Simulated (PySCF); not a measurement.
# B3H6NO: NMR shifts and spin-spin couplings at several levels of theory, part 2 of 2

PySCF 2.14.0. Atoms count from 0.

### 8 Shielding tensors: PBE0/cc-pVTZ

What the job is given:

```
{"job": {"kind": "nmr", "xc": "PBE0", "basis": "cc-pVTZ", "pop": true}, "charge": 0, "multiplicity": 1}
B      2.381384     0.108297     0.569341
N      0.995788     0.367326     0.508295
B     -0.013405    -0.561166     0.097999
O     -1.305065    -0.180423     0.090939
B     -2.603296     0.120784     0.066350
H      2.786885    -0.983258     0.250148
H      3.132275     0.980565     0.939221
H      0.674377     1.292237     0.781610
H      0.280785    -1.679212    -0.242352
H     -3.076004     0.589978    -0.945529
H     -3.266656    -0.072889     1.061468
```

Method: GIAO PBE0/cc-pVTZ NMR shielding, non-relativistic, gas phase.

Output:

```text
coarse grid: 9128 points
cycle   1  E = -208.0014556382  dE =  3.617e-01  |g| = 6.448e-01  |ddm| = 6.727e+00
cycle   2  E = -207.8770146336  dE =  1.244e-01  |g| = 1.051e+00  |ddm| = 1.875e+00
cycle   3  E = -208.0760697738  dE = -1.991e-01  |g| = 1.014e-01  |ddm| = 1.106e+00
cycle   4  E = -208.0779444288  dE = -1.875e-03  |g| = 4.464e-02  |ddm| = 1.824e-01
cycle   5  E = -208.0783171402  dE = -3.727e-04  |g| = 1.350e-02  |ddm| = 6.512e-02
cycle   6  E = -208.0783582661  dE = -4.113e-05  |g| = 2.240e-03  |ddm| = 2.034e-02
cycle   7  E = -208.0783593927  dE = -1.127e-06  |g| = 4.825e-04  |ddm| = 4.247e-03
final grid: 88056 points
cycle   8  E = -208.0781749592  dE = -7.336e-05  |g| = 8.564e-03  |ddm| = 9.397e-02
cycle   9  E = -208.0781557341  dE =  1.923e-05  |g| = 1.343e-02  |ddm| = 2.536e-02
cycle  10  E = -208.0781885560  dE = -3.282e-05  |g| = 8.835e-04  |ddm| = 1.473e-02
cycle  11  E = -208.0781887204  dE = -1.644e-07  |g| = 3.322e-04  |ddm| = 1.839e-03
cycle  12  E = -208.0781887393  dE = -1.885e-08  |g| = 9.883e-05  |ddm| = 4.622e-04
cycle  13  E = -208.0781887413  dE = -1.998e-09  |g| = 1.835e-05  |ddm| = 1.667e-04
cycle  14  E = -208.0781887413  dE = -7.549e-11  |g| = 4.423e-06  |ddm| = 3.031e-05
converged SCF energy = -208.0781887413

GIAO shielding tensors (ppm)
atom      isotropic    diamagn.    paramagn.     s11        s22        s33       span
  0 B       55.465     198.227    -142.761     17.707     25.917    122.772    105.066
  1 N       99.501     299.580    -200.080    -22.807     99.847    221.463    244.270
  2 B       75.685     202.159    -126.474     54.311     73.185     99.558     45.246
  3 O       50.588     377.171    -326.582    -71.019     40.784    182.000    253.019
  4 B       60.857     198.954    -138.097     13.437     60.445    108.689     95.252
  5 H       25.730      30.073      -4.343     23.402     26.386     27.401      4.000
  6 H       25.832      29.263      -3.431     24.057     26.364     27.075      3.018
  7 H       25.361      29.293      -3.932     22.825     26.084     27.173      4.348
  8 H       26.271      30.639      -4.367     24.306     26.607     27.901      3.595
  9 H       25.779      29.859      -4.080     25.299     25.750     26.287      0.988
 10 H       25.781      29.398      -3.617     25.291     25.740     26.312      1.020
```

It took 23 s on 1 thread of Arm Neoverse V1, shared host; peak memory 0.97 GiB.

In short: δ B0 47.3, B4 41.9, B2 27.1, N1 167.3, H7 5.93, H9 5.51 ppm (means over like atoms).

### 9 Nuclear shieldings: PBE0/aug-cc-pVDZ

Settings changed since step 8:

```diff
@@ -1,2 +1,2 @@
-{"job": {"kind": "nmr", "xc": "PBE0", "basis": "cc-pVTZ", "pop": true}, "charge": 0, "multiplicity": 1}
+{"job": {"kind": "nmr", "xc": "PBE0", "basis": "aug-cc-pVDZ", "pop": true}, "charge": 0, "multiplicity": 1}
 B      2.381384     0.108297     0.569341
```

Method: GIAO PBE0/aug-cc-pVDZ NMR shielding, non-relativistic, gas phase.

Output:

```text
coarse grid: 9128 points
cycle   1  E = -207.9357382288  dE =  3.892e-01  |g| = 6.023e-01  |ddm| = 8.421e+00
cycle   2  E = -207.8184025151  dE =  1.173e-01  |g| = 9.895e-01  |ddm| = 2.313e+00
cycle   3  E = -208.0058719727  dE = -1.875e-01  |g| = 9.319e-02  |ddm| = 1.180e+00
cycle   4  E = -208.0075594988  dE = -1.688e-03  |g| = 3.998e-02  |ddm| = 2.049e-01
cycle   5  E = -208.0078781126  dE = -3.186e-04  |g| = 1.245e-02  |ddm| = 7.098e-02
cycle   6  E = -208.0079157583  dE = -3.765e-05  |g| = 1.807e-03  |ddm| = 2.465e-02
cycle   7  E = -208.0079165953  dE = -8.370e-07  |g| = 3.797e-04  |ddm| = 4.756e-03
final grid: 88056 points
cycle   8  E = -208.0208882267  dE = -2.428e-05  |g| = 7.517e-03  |ddm| = 1.157e-01
cycle   9  E = -208.0208725231  dE =  1.570e-05  |g| = 1.182e-02  |ddm| = 2.752e-02
cycle  10  E = -208.0209005935  dE = -2.807e-05  |g| = 8.211e-04  |ddm| = 1.490e-02
cycle  11  E = -208.0209007658  dE = -1.723e-07  |g| = 2.729e-04  |ddm| = 2.396e-03
cycle  12  E = -208.0209007794  dE = -1.357e-08  |g| = 5.914e-05  |ddm| = 4.106e-04
cycle  13  E = -208.0209007801  dE = -7.595e-10  |g| = 1.628e-05  |ddm| = 1.449e-04
converged SCF energy = -208.0209007801

GIAO shielding tensors (ppm)
atom      isotropic    diamagn.    paramagn.     s11        s22        s33       span
  0 B       63.047     238.406    -175.359     27.568     34.297    127.275     99.706
  1 N      115.380     274.237    -158.857     -1.440    114.393    233.187    234.627
  2 B       81.937     229.677    -147.740     61.131     80.399    104.282     43.150
  3 O       66.820     355.839    -289.019    -55.374     59.450    196.384    251.759
  4 B       68.957     232.852    -163.895     23.514     69.305    114.053     90.539
  5 H       25.653      31.490      -5.837     23.439     26.486     27.034      3.595
  6 H       25.692      29.095      -3.402     24.073     26.307     26.697      2.623
  7 H       25.472      33.319      -7.847     23.087     26.096     27.235      4.148
  8 H       26.212      29.258      -3.046     24.312     26.402     27.922      3.610
  9 H       25.619      30.270      -4.651     25.242     25.572     26.044      0.802
 10 H       25.622      29.208      -3.586     25.235     25.568     26.062      0.826
```

Run time: 14 s. Hardware: 1 thread of Arm Neoverse V1, shared host; peak memory 0.77 GiB.

This run: δ B0 47.1, B4 41.2, B2 28.2, N1 154.5, H7 5.92, H9 5.77 ppm (means over like atoms).

### 10 Shielding tensors: PBE0/IGLO-III

Settings changed since step 9:

```diff
@@ -1,2 +1,2 @@
-{"job": {"kind": "nmr", "xc": "PBE0", "basis": "aug-cc-pVDZ", "pop": true}, "charge": 0, "multiplicity": 1}
+{"job": {"kind": "nmr", "xc": "PBE0", "basis": "IGLO-III", "pop": true}, "charge": 0, "multiplicity": 1}
 B      2.381384     0.108297     0.569341
```

With the program's defaults for keys left out, this is: GIAO PBE0/IGLO-III NMR shielding, non-relativistic, gas phase.

Output:

```text
coarse grid: 9128 points
cycle   1  E = -208.0075871356  dE =  3.625e-01  |g| = 6.510e-01  |ddm| = 1.992e+00
cycle   2  E = -207.8779882999  dE =  1.296e-01  |g| = 1.068e+00  |ddm| = 6.419e-01
cycle   3  E = -208.0830333609  dE = -2.050e-01  |g| = 1.024e-01  |ddm| = 3.905e-01
cycle   4  E = -208.0848696896  dE = -1.836e-03  |g| = 4.827e-02  |ddm| = 5.941e-02
cycle   5  E = -208.0853066631  dE = -4.370e-04  |g| = 1.375e-02  |ddm| = 2.227e-02
cycle   6  E = -208.0853490378  dE = -4.237e-05  |g| = 2.298e-03  |ddm| = 6.643e-03
cycle   7  E = -208.0853502140  dE = -1.176e-06  |g| = 4.971e-04  |ddm| = 1.234e-03
final grid: 88056 points
cycle   8  E = -208.0879486123  dE = -6.684e-05  |g| = 7.782e-03  |ddm| = 5.418e-02
cycle   9  E = -208.0879337647  dE =  1.485e-05  |g| = 1.187e-02  |ddm| = 7.322e-03
cycle  10  E = -208.0879598442  dE = -2.608e-05  |g| = 9.192e-04  |ddm| = 4.160e-03
cycle  11  E = -208.0879600114  dE = -1.672e-07  |g| = 3.595e-04  |ddm| = 5.543e-04
cycle  12  E = -208.0879600332  dE = -2.180e-08  |g| = 1.038e-04  |ddm| = 1.554e-04
cycle  13  E = -208.0879600354  dE = -2.160e-09  |g| = 1.879e-05  |ddm| = 4.946e-05
cycle  14  E = -208.0879600354  dE = -7.873e-11  |g| = 4.361e-06  |ddm| = 9.662e-06
converged SCF energy = -208.0879600354

GIAO shielding tensors (ppm)
atom      isotropic    diamagn.    paramagn.     s11        s22        s33       span
  0 B       49.163     193.421    -144.258      9.604     19.575    118.309    108.705
  1 N       92.573     315.537    -222.964    -33.899     93.610    218.009    251.908
  2 B       70.665     194.372    -123.707     48.492     68.631     94.872     46.380
  3 O       39.958     398.460    -358.502    -86.066     30.261    175.680    261.746
  4 B       55.261     193.017    -137.756      5.705     55.766    104.312     98.607
  5 H       25.786      29.401      -3.614     23.517     26.508     27.334      3.816
  6 H       25.857      28.518      -2.661     24.157     26.419     26.995      2.838
  7 H       25.559      32.321      -6.762     22.947     26.321     27.410      4.464
  8 H       26.302      30.014      -3.712     24.382     26.557     27.965      3.583
  9 H       25.797      29.505      -3.708     25.348     25.722     26.320      0.972
 10 H       25.799      29.086      -3.287     25.340     25.714     26.342      1.002
```

It took 21 s on 1 thread of Arm Neoverse V1, shared host; peak memory 1 GiB.

This run: δ B0 50.8, B4 44.7, B2 29.3, N1 168.0, H7 5.81, H9 5.58 ppm (means over like atoms).

### 11 Nuclear shieldings: PBE0/pcSseg-0

Settings changed since step 10:

```diff
@@ -1,2 +1,2 @@
-{"job": {"kind": "nmr", "xc": "PBE0", "basis": "IGLO-III", "pop": true}, "charge": 0, "multiplicity": 1}
+{"job": {"kind": "nmr", "xc": "PBE0", "basis": "pcSseg-0", "pop": true}, "charge": 0, "multiplicity": 1}
 B      2.381384     0.108297     0.569341
```

With the program's defaults for keys left out, this is: GIAO PBE0/pcSseg-0 NMR shielding, non-relativistic, gas phase.

Output:

```text
coarse grid: 9128 points
cycle   1  E = -207.5267870590  dE =  3.060e-01  |g| = 5.046e-01  |ddm| = 2.978e+00
cycle   2  E = -207.4547107419  dE =  7.208e-02  |g| = 8.115e-01  |ddm| = 9.076e-01
cycle   3  E = -207.5749072683  dE = -1.202e-01  |g| = 6.488e-02  |ddm| = 6.054e-01
cycle   4  E = -207.5756712184  dE = -7.640e-04  |g| = 3.198e-02  |ddm| = 7.840e-02
cycle   5  E = -207.5758762177  dE = -2.050e-04  |g| = 7.725e-03  |ddm| = 2.754e-02
cycle   6  E = -207.5758915855  dE = -1.537e-05  |g| = 1.258e-03  |ddm| = 8.090e-03
cycle   7  E = -207.5758920832  dE = -4.977e-07  |g| = 1.187e-04  |ddm| = 1.562e-03
final grid: 88056 points
cycle   8  E = -207.5527511193  dE = -9.732e-06  |g| = 4.336e-03  |ddm| = 1.293e-02
cycle   9  E = -207.5527474704  dE =  3.649e-06  |g| = 6.236e-03  |ddm| = 8.219e-03
cycle  10  E = -207.5527553860  dE = -7.916e-06  |g| = 5.091e-04  |ddm| = 4.513e-03
cycle  11  E = -207.5527554514  dE = -6.549e-08  |g| = 1.597e-04  |ddm| = 6.531e-04
cycle  12  E = -207.5527554556  dE = -4.170e-09  |g| = 3.700e-05  |ddm| = 1.252e-04
cycle  13  E = -207.5527554559  dE = -3.163e-10  |g| = 7.909e-06  |ddm| = 3.859e-05
converged SCF energy = -207.5527554559

GIAO shielding tensors (ppm)
atom      isotropic    diamagn.    paramagn.     s11        s22        s33       span
  0 B       53.861     194.101    -140.239      8.251     26.932    126.401    118.151
  1 N       98.549     329.435    -230.885    -28.676     96.903    227.421    256.096
  2 B       77.285     191.800    -114.515     51.590     77.049    103.218     51.628
  3 O       40.357     410.232    -369.874   -103.021     37.289    186.805    289.826
  4 B       58.214     192.749    -134.535     -0.009     64.147    110.505    110.515
  5 H       26.058      29.100      -3.042     23.505     27.134     27.537      4.032
  6 H       26.168      28.516      -2.348     24.276     27.038     27.188      2.912
  7 H       27.129      33.181      -6.053     24.348     27.235     29.802      5.454
  8 H       26.579      30.044      -3.464     24.667     26.209     28.862      4.194
  9 H       26.069      29.030      -2.962     25.653     26.047     26.506      0.853
 10 H       26.070      28.670      -2.600     25.653     26.044     26.514      0.862
```

Run time: 3.8 s. Hardware: 1 thread of Arm Neoverse V1, shared host; peak memory 0.37 GiB.

In short: δ B0 51.0, B4 46.7, B2 27.6, N1 167.5, H9 6.76, H5 6.72 ppm (means over like atoms).

### 12 Indirect couplings: HF/pcJ-1

Settings changed since step 11:

```diff
@@ -1,2 +1,2 @@
-{"job": {"kind": "nmr", "xc": "PBE0", "basis": "pcSseg-0", "pop": true}, "charge": 0, "multiplicity": 1}
+{"job": {"kind": "j", "xc": "HF", "basis": "pcJ-1"}, "charge": 0, "multiplicity": 1}
 B      2.381384     0.108297     0.569341
```

Method: HF/pcJ-1 indirect spin-spin coupling, non-relativistic, gas phase.

Output:

```text
final grid: 88056 points
cycle   1  E = -206.9237837119  dE =  6.342e-01  |g| = 5.396e-01  |ddm| = 2.422e+00
cycle   2  E = -206.9917554160  dE = -6.797e-02  |g| = 2.783e-01  |ddm| = 4.692e-01
cycle   3  E = -207.0050340715  dE = -1.328e-02  |g| = 7.407e-02  |ddm| = 1.760e-01
cycle   4  E = -207.0064715582  dE = -1.437e-03  |g| = 7.949e-03  |ddm| = 7.081e-02
cycle   5  E = -207.0064950551  dE = -2.350e-05  |g| = 3.051e-03  |ddm| = 1.173e-02
cycle   6  E = -207.0064972623  dE = -2.207e-06  |g| = 6.864e-04  |ddm| = 2.618e-03
cycle   7  E = -207.0064974399  dE = -1.776e-07  |g| = 1.199e-04  |ddm| = 1.122e-03
cycle   8  E = -207.0064974482  dE = -8.314e-09  |g| = 3.714e-05  |ddm| = 2.203e-04
cycle   9  E = -207.0064974491  dE = -8.713e-10  |g| = 1.197e-05  |ddm| = 5.719e-05
converged SCF energy = -207.0064974491

Indirect spin-spin couplings (Hz)
  i      j    bonds     total        FC       PSO       DSO        SD
  0 B    1 N    1    -34.153   -36.705     2.803    -0.060    -0.190
  0 B    2 B    2      0.546     0.699    -0.052    -0.108     0.007
  0 B    3 O    3     -3.169    -3.010    -0.128     0.058    -0.088
  0 B    5 H    1    158.723   159.030    -1.002     0.500     0.196
  0 B    6 H    1    154.523   154.848    -0.971     0.473     0.173
  0 B    7 H    2    -10.554    -9.346    -0.188    -0.918    -0.103
  0 B    8 H    3      2.517     2.709    -0.067    -0.098    -0.027
  1 N    2 B    1    -37.591   -39.370     2.027    -0.102    -0.147
  1 N    3 O    2      1.561     2.046    -0.556    -0.001     0.074
  1 N    4 B    3     -0.042    -0.061    -0.031     0.044     0.006
  1 N    5 H    2     -0.790    -1.291     0.409     0.088     0.004
  1 N    6 H    2      0.620     0.190     0.343     0.097    -0.011
  1 N    7 H    1    -94.364   -91.283    -2.633    -0.308    -0.139
  1 N    8 H    2    -10.003   -10.288     0.215     0.074    -0.004
  1 N    9 H    4      0.184     0.157    -0.060     0.079     0.008
  1 N   10 H    4      0.184     0.157    -0.059     0.078     0.008
  2 B    3 O    1    -45.003   -48.778     4.062    -0.137    -0.150
  2 B    4 B    2      7.796     7.752     0.270    -0.359     0.133
  2 B    5 H    3      6.460     6.592    -0.189     0.061    -0.004
  2 B    6 H    3      9.714     9.770     0.442    -0.487    -0.011
  2 B    7 H    2    -10.507    -9.740    -0.017    -0.654    -0.096
  2 B    8 H    1    184.713   184.563    -1.151     1.047     0.254
  2 B    9 H    3      0.902     0.912     0.497    -0.529     0.022
  2 B   10 H    3      0.834     0.845     0.492    -0.524     0.022
  3 O    4 B    1    -40.105   -45.403     5.489    -0.089    -0.102
  3 O    5 H    4      0.195     0.175    -0.093     0.113         -
  3 O    6 H    4     -0.463    -0.472    -0.122     0.130         -
  3 O    7 H    3     -2.002    -2.311     0.340    -0.031         -
  3 O    8 H    2     -9.769   -10.186     0.306     0.111         -
  3 O    9 H    2     -5.040    -5.777     0.599     0.138         -
  3 O   10 H    2     -4.899    -5.636     0.598     0.138         -
  4 B    8 H    3      1.013     1.042     0.529    -0.580     0.022
  4 B    9 H    1    169.751   169.890    -0.987     0.593     0.255
  4 B   10 H    1    169.459   169.599    -0.986     0.593     0.254
  5 H    6 H    2      8.223     8.329     1.921    -2.027         -
  5 H    7 H    3     15.973    16.308     2.733    -3.067         -
  6 H    7 H    3      9.635     9.951     0.112    -0.428         -
  6 H    8 H    4     -0.368    -0.253     1.087    -1.202         -
  6 H    9 H    6     -0.155    -0.084     0.517    -0.589         -
  6 H   10 H    6     -0.156    -0.084     0.514    -0.586         -
  7 H    8 H    3     10.235    10.442     2.802    -3.009         -
  8 H    9 H    4     -1.431    -1.303     0.931    -1.059         -
  8 H   10 H    4     -1.432    -1.304     0.927    -1.055         -
  9 H   10 H    2     23.554    23.607     1.978    -2.031         -
```

Run time: 16 s. Hardware: 1 thread of Arm Neoverse V1, shared host; peak memory 0.76 GiB.

Couplings of 1 Hz or more, nine at most for each number of bonds, with means over like pairs (isotopes 11B, 1H, 15N, 17O):

```
  pair  bonds  J (Hz)  Fermi contact (Hz)  dihedral (°)
 B2–H8      1   184.7               184.6             –
 B4–H9      1   169.6               169.7             –
 B0–H5      1   156.6               156.9             –
 N1–H7      1   -94.4               -91.3             –
 B2–O3      1   -45.0               -48.8             –
 O3–B4      1   -40.1               -45.4             –
 N1–B2      1   -37.6               -39.4             –
 B0–N1      1   -34.2               -36.7             –
H9–H10      2    23.6                23.6             –
 B0–H7      2   -10.6                -9.3             –
 B2–H7      2   -10.5                -9.7             –
 N1–H8      2   -10.0               -10.3             –
 O3–H8      2    -9.8               -10.2             –
 H5–H6      2     8.2                 8.3             –
 B2–B4      2     7.8                 7.8             –
 O3–H9      2    -5.0                -5.7             –
 N1–O3      2     1.6                 2.0             –
 H5–H7      3    12.8                13.1             –
 H7–H8      3    10.2                10.4           180
 B2–H5      3     8.1                 8.2             –
 B0–O3      3    -3.2                -3.0           180
 B0–H8      3     2.5                 2.7             0
 O3–H7      3    -2.0                -2.3             0
 B4–H8      3     1.0                 1.0             –
 H8–H9      4    -1.4                -1.3             –
```

The spin-dipole term was solved for some atoms only; pairs without it lack that part.

The response was solved for the nuclei of B, H, N alone, so couplings that need other nuclei can be missing.

Quadrupole couplings from the field gradients of the same density:

```
atom  isotope  eQq/h (MHz)     η
  O3      17O       -6.104  0.36
  B0      11B        4.393  0.11
  B4      11B        4.196  0.42
  B2      11B        3.491  0.50
  N1      14N        1.888  0.23
```

Shifts (PBE0/6-31G*, unscaled) and these couplings together give the proton spectrum at 300 MHz below. Couplings to quadrupolar nuclei are left out.

1H NMR δ 5.78 (br, 2H), 5.74 (br, 2H), 5.57 (br s, 1H), 5.21 (br, 1H).

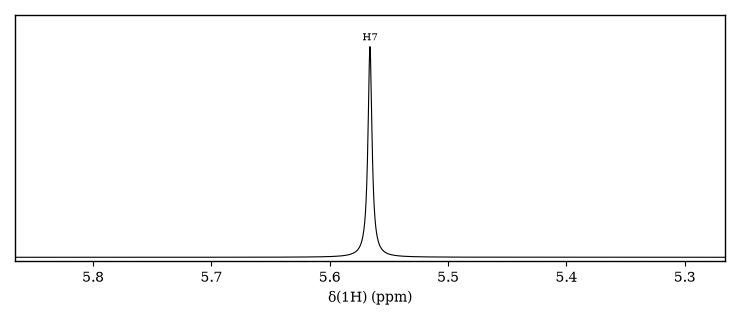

Simulated proton spectrum at 300 MHz, by exact diagonalisation of each spin system; lines 1.2 Hz wide, exchangeable protons uncoupled, protons on B, Al or Ga left out.

### 13 Comparing the runs: NMR shifts

Shifts (ppm) of some atoms, chosen among heavy atoms and hydrogens apart, means over like atoms, with basis size and wall time:

```
               run    H9    H8    B0    B4    B2     N1     O3  functions   time
       PBE0/6-31G*  5.74  5.21  45.0  41.0  27.1  140.3  246.5         82  5.5 s
PBE0/6-311+G(2d,p)  5.63  5.12  47.3  41.7  27.4  163.4  278.5        171   14 s
     PBE0/def2-SVP  5.54  4.95  47.3  43.5  29.5  154.6  271.9        100  6.4 s
    PBE0/def2-TZVP  5.65  5.13  48.1  42.4  27.7  167.6  285.8        191   17 s
      PBE0/cc-pVDZ  5.67  5.05  48.0  43.1  30.0  158.4  276.9        100  7.2 s
      PBE0/cc-pVTZ  5.51  5.02  47.3  41.9  27.1  167.3  284.3        234   23 s
  PBE0/aug-cc-pVDZ  5.77  5.18  47.1  41.2  28.2  154.5  269.1        169   14 s
     PBE0/IGLO-III  5.58  5.07  50.8  44.7  29.3  168.0  287.2        235   21 s
     PBE0/pcSseg-0  6.76  6.25  51.0  46.7  27.6  167.5  297.5         57  3.8 s
```

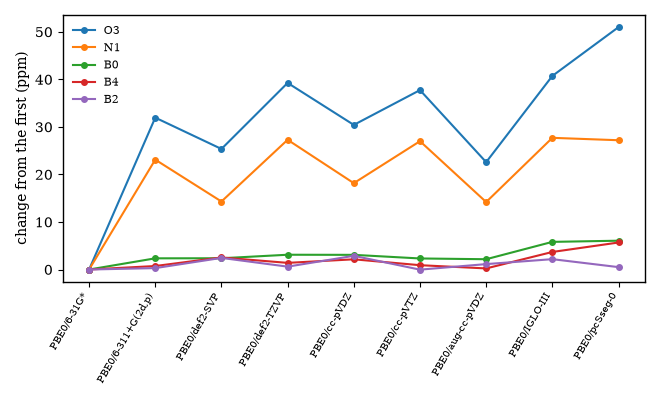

How five of the tabulated atoms move from run to run.

### 14 What came out

What follows sums up all 2 parts.

```
                                                            quantity                       value
                                                         point group                          Cs
                                rotational constants (main isotopes)       31.40, 2.29, 2.17 GHz
1H shifts against TMS (PBE0/6-31G*, means over atoms taken as alike)  5.78, 5.74, 5.57, 5.21 ppm
                           11B shifts against BF3·OEt2 (PBE0/6-31G*)        45.0, 41.0, 27.1 ppm
                                15N shifts against NH3 (PBE0/6-31G*)                   140.3 ppm
                                17O shifts against H2O (PBE0/6-31G*)                   246.5 ppm
                            largest coupling of the table (HF/pcJ-1)     1J(B,H) B2–H8, 184.7 Hz
                                            range of the shift of O3          246.5 to 297.5 ppm
```

In words: Single values in the summary come from the first run of each kind that ended normally (PBE0/6-31G*; HF/pcJ-1), which need not be the best level. Relaxing lowered the energy by 0.338 eV in 9 steps; the close pair that moved most is B2–O3, from 1.262 to 1.347 Å. No frequency check was run at this level, so the end point may be a saddle. At PBE0/6-31G*: The widest tensor belongs to O3: span 238 ppm, with a paramagnetic part of -308 ppm. Of the pairs tabulated at HF/pcJ-1, B2–H8 couples most strongly (184.7 Hz; Fermi contact 184.6 Hz). Couplings across rotatable bonds belong to this one conformer; where others are populated, the observed values are averages. Across the 9 runs the shift of O3 moves most, between 246.5 (PBE0/6-31G*) and 297.5 ppm (PBE0/pcSseg-0).
